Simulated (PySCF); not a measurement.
## Electronic structure of C₄H₁₂Al (SMILES [CH3][Al-]([CH3])([CH3])[CH3]) (charge −1) in real space

The calculation's input:

```
{"job": {"kind": "nmr", "xc": "PBE0", "basis": "pcSseg-1"}, "charge": -1, "multiplicity": 1}
C     -0.268211    -1.284635    -1.556676
Al    -0.001922    -0.001555    -0.001064
C     -0.016569     1.910805    -0.692589
C     -1.503719    -0.243340     1.349344
C      1.784132    -0.380080     0.895406
H     -1.228032    -1.112745    -2.081765
H     -0.271089    -2.344458    -1.235607
H      0.528611    -1.189313    -2.319811
H      0.119757     2.650833     0.120024
H     -0.968428     2.169447    -1.196107
H      0.789509     2.099965    -1.428015
H     -2.501889    -0.050364     0.910324
H     -1.535650    -1.269765     1.763919
H     -1.402739     0.441533     2.213771
H      1.846866    -1.410864     1.295174
H      2.635386    -0.261659     0.196878
H      1.979999     0.300254     1.746974
```

Launched as:

```sh
OMP_NUM_THREADS=1 python probes_run.py task.json out
```

Geometry: PBE0-D3(BJ)/def2-SVP.

Computed with PBE0/pcSseg-1, SCF density, gas phase, non-relativistic (PySCF 2.14.0).

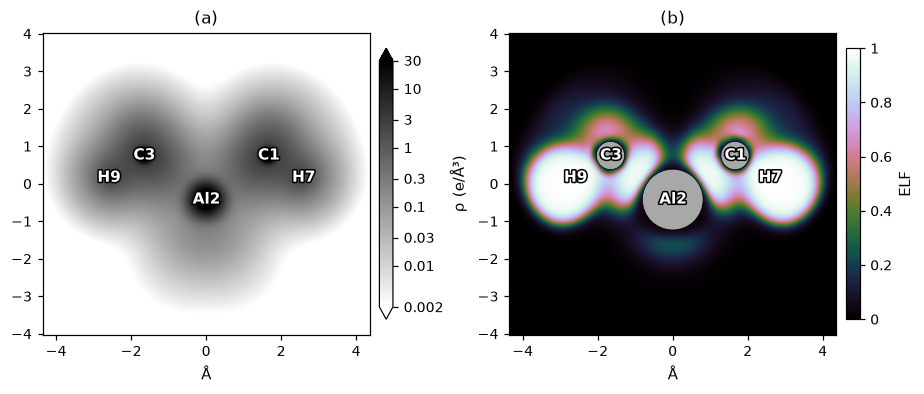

Figure 1. (a) electron density; (b) electron localisation function on the plane of atoms C1, Al2 and C3. Grey discs cover the atomic cores in the ELF map.

### What does the map show?

- The plane passes through C, Al and H nuclei.
- C–Al (2.03 Å): the density is about 0.62 e/Å³ at the midpoint; the ELF peaks at about 0.95 between the atoms; a shared but strongly polarised pair.
- C–H (1.11 Å): the density is about 1.8 e/Å³ at the midpoint; the ELF climbs to about 1 towards the hydrogen, as it does in any bond to H; a covalent bond by its length.

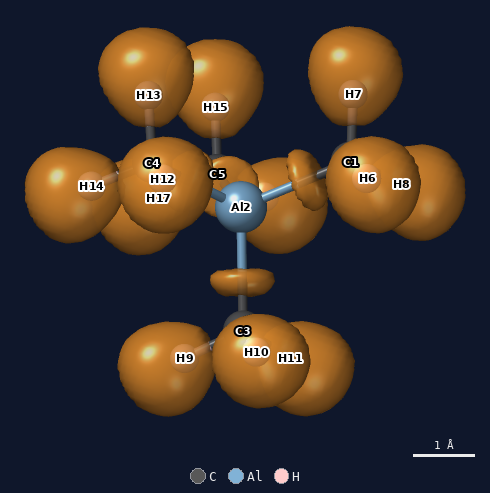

Figure 2. Isosurface of the electron localisation function at 0.9 (orange), seen from one side. Only the valence region is drawn (cores and ρ < 0.01 e/Å³ removed).

### Describe the localisation domains.

At this value the surface marks out four regions between bonded Al–C atoms (shared pairs) and twelve regions around hydrogen nuclei.
